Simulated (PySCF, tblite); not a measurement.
# C3H11NO2Si3: geometry, infrared bands and NMR shifts

What infrared bands and NMR shifts should C3H11NO2Si3 (`CCO[Si@H](O)[SiH2][SiH2]C#N`) show?

Programs: tblite 0.8.0 and PySCF 2.14.0, with density-fitted response routines of our own. Each step states its level of theory. These are calculated values for one molecule in the gas phase, unless marked as measured. Atoms are numbered from 0 throughout.

## Step 1: Starting geometry

20 atoms, charge 0, multiplicity 1; geometry from: force field or distance geometry start.

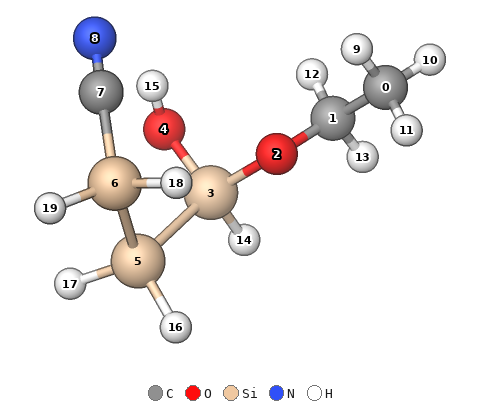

The starting geometry (carbon grey, oxygen red, silicon light orange, nitrogen blue, hydrogen white), atoms numbered.

## Step 2: Relaxing the molecule with GFN2-xTB

Job settings and geometry (Å):

```
{"job": {"kind": "relax", "xc": "GFN2-xTB", "basis": "xTB"}, "charge": 0, "multiplicity": 1}
C      2.784800     0.685800     1.399100
C      2.238200     0.360600     0.008200
O      0.929900    -0.157800     0.166900
Si     0.084700    -0.591800    -1.211400
O     -0.242100     0.759500    -2.082500
Si    -1.865800    -1.702200    -0.598700
Si    -2.766300    -0.333100     1.017900
C     -2.466400     1.419200     0.433900
N     -2.217300     2.460200    -0.001000
H      2.131700     1.427100     1.896600
H      3.790300     1.084100     1.338700
H      2.777500    -0.205800     2.037800
H      2.233700     1.266800    -0.585800
H      2.897400    -0.393900    -0.453300
H      0.935200    -1.489100    -2.012500
H     -0.542600     1.551200    -1.588400
H     -1.587400    -3.060100    -0.042600
H     -2.788700    -1.852300    -1.757800
H     -2.117300    -0.585100     2.345500
H     -4.214500    -0.632600     1.191300
```

The run is started by

```console
$ OMP_NUM_THREADS=1 python probes_run.py task.json out
```

This one command runs all jobs of the session in turn.

**Question.** This job is followed by: GFN2-xTB harmonic vibrations, gas phase; GIAO PBE0/pcSseg-1 NMR shielding, non-relativistic, gas phase. What will the session give for the following? strongest single infrared mode (GFN2-xTB); zero-point energy (GFN2-xTB); ¹³C shifts against TMS (PBE0/pcSseg-1); ¹H shifts against TMS (PBE0/pcSseg-1, means over atoms taken as alike); ¹⁷O shifts against H2O (PBE0/pcSseg-1); ²⁹Si shifts against TMS (PBE0/pcSseg-1); ¹⁵N shifts against NH3 (PBE0/pcSseg-1).

**Answer**, as computed:

| quantity | value |
| --- | --- |
| strongest single infrared mode (GFN2-xTB) | 2194 cm⁻¹, 516 km/mol |
| zero-point energy (GFN2-xTB) | 83.3 kcal/mol |
| ¹³C shifts against TMS (PBE0/pcSseg-1) | 133.1, 61.2, 20.9 ppm |
| ¹H shifts against TMS (PBE0/pcSseg-1, means over atoms taken as alike) | 5.48, 4.32, 4.31, 4.30, 4.08, 3.60, 3.27, 3.26, 1.53 ppm |
| ¹⁷O shifts against H2O (PBE0/pcSseg-1) | 83.7, 65.5 ppm |
| ²⁹Si shifts against TMS (PBE0/pcSseg-1) | -17.5, -102.6, -133.1 ppm |
| ¹⁵N shifts against NH3 (PBE0/pcSseg-1) | 359.4 ppm |

Relaxing lowered the energy by 0.495 eV in 223 steps; the close pair that moved most is O2–Si3, from 1.674 to 1.629 Å. All 54 modes are real, so the xTB geometry is a minimum. The strongest single mode, at 2194 cm⁻¹, moves mainly H19 and H18. Unscaled tight-binding wavenumbers are off by several per cent, some by more. Its intensities can rank the bands wrongly. At PBE0/pcSseg-1: The largest span, 572 ppm, is at N8, where the paramagnetic term is -431 ppm.
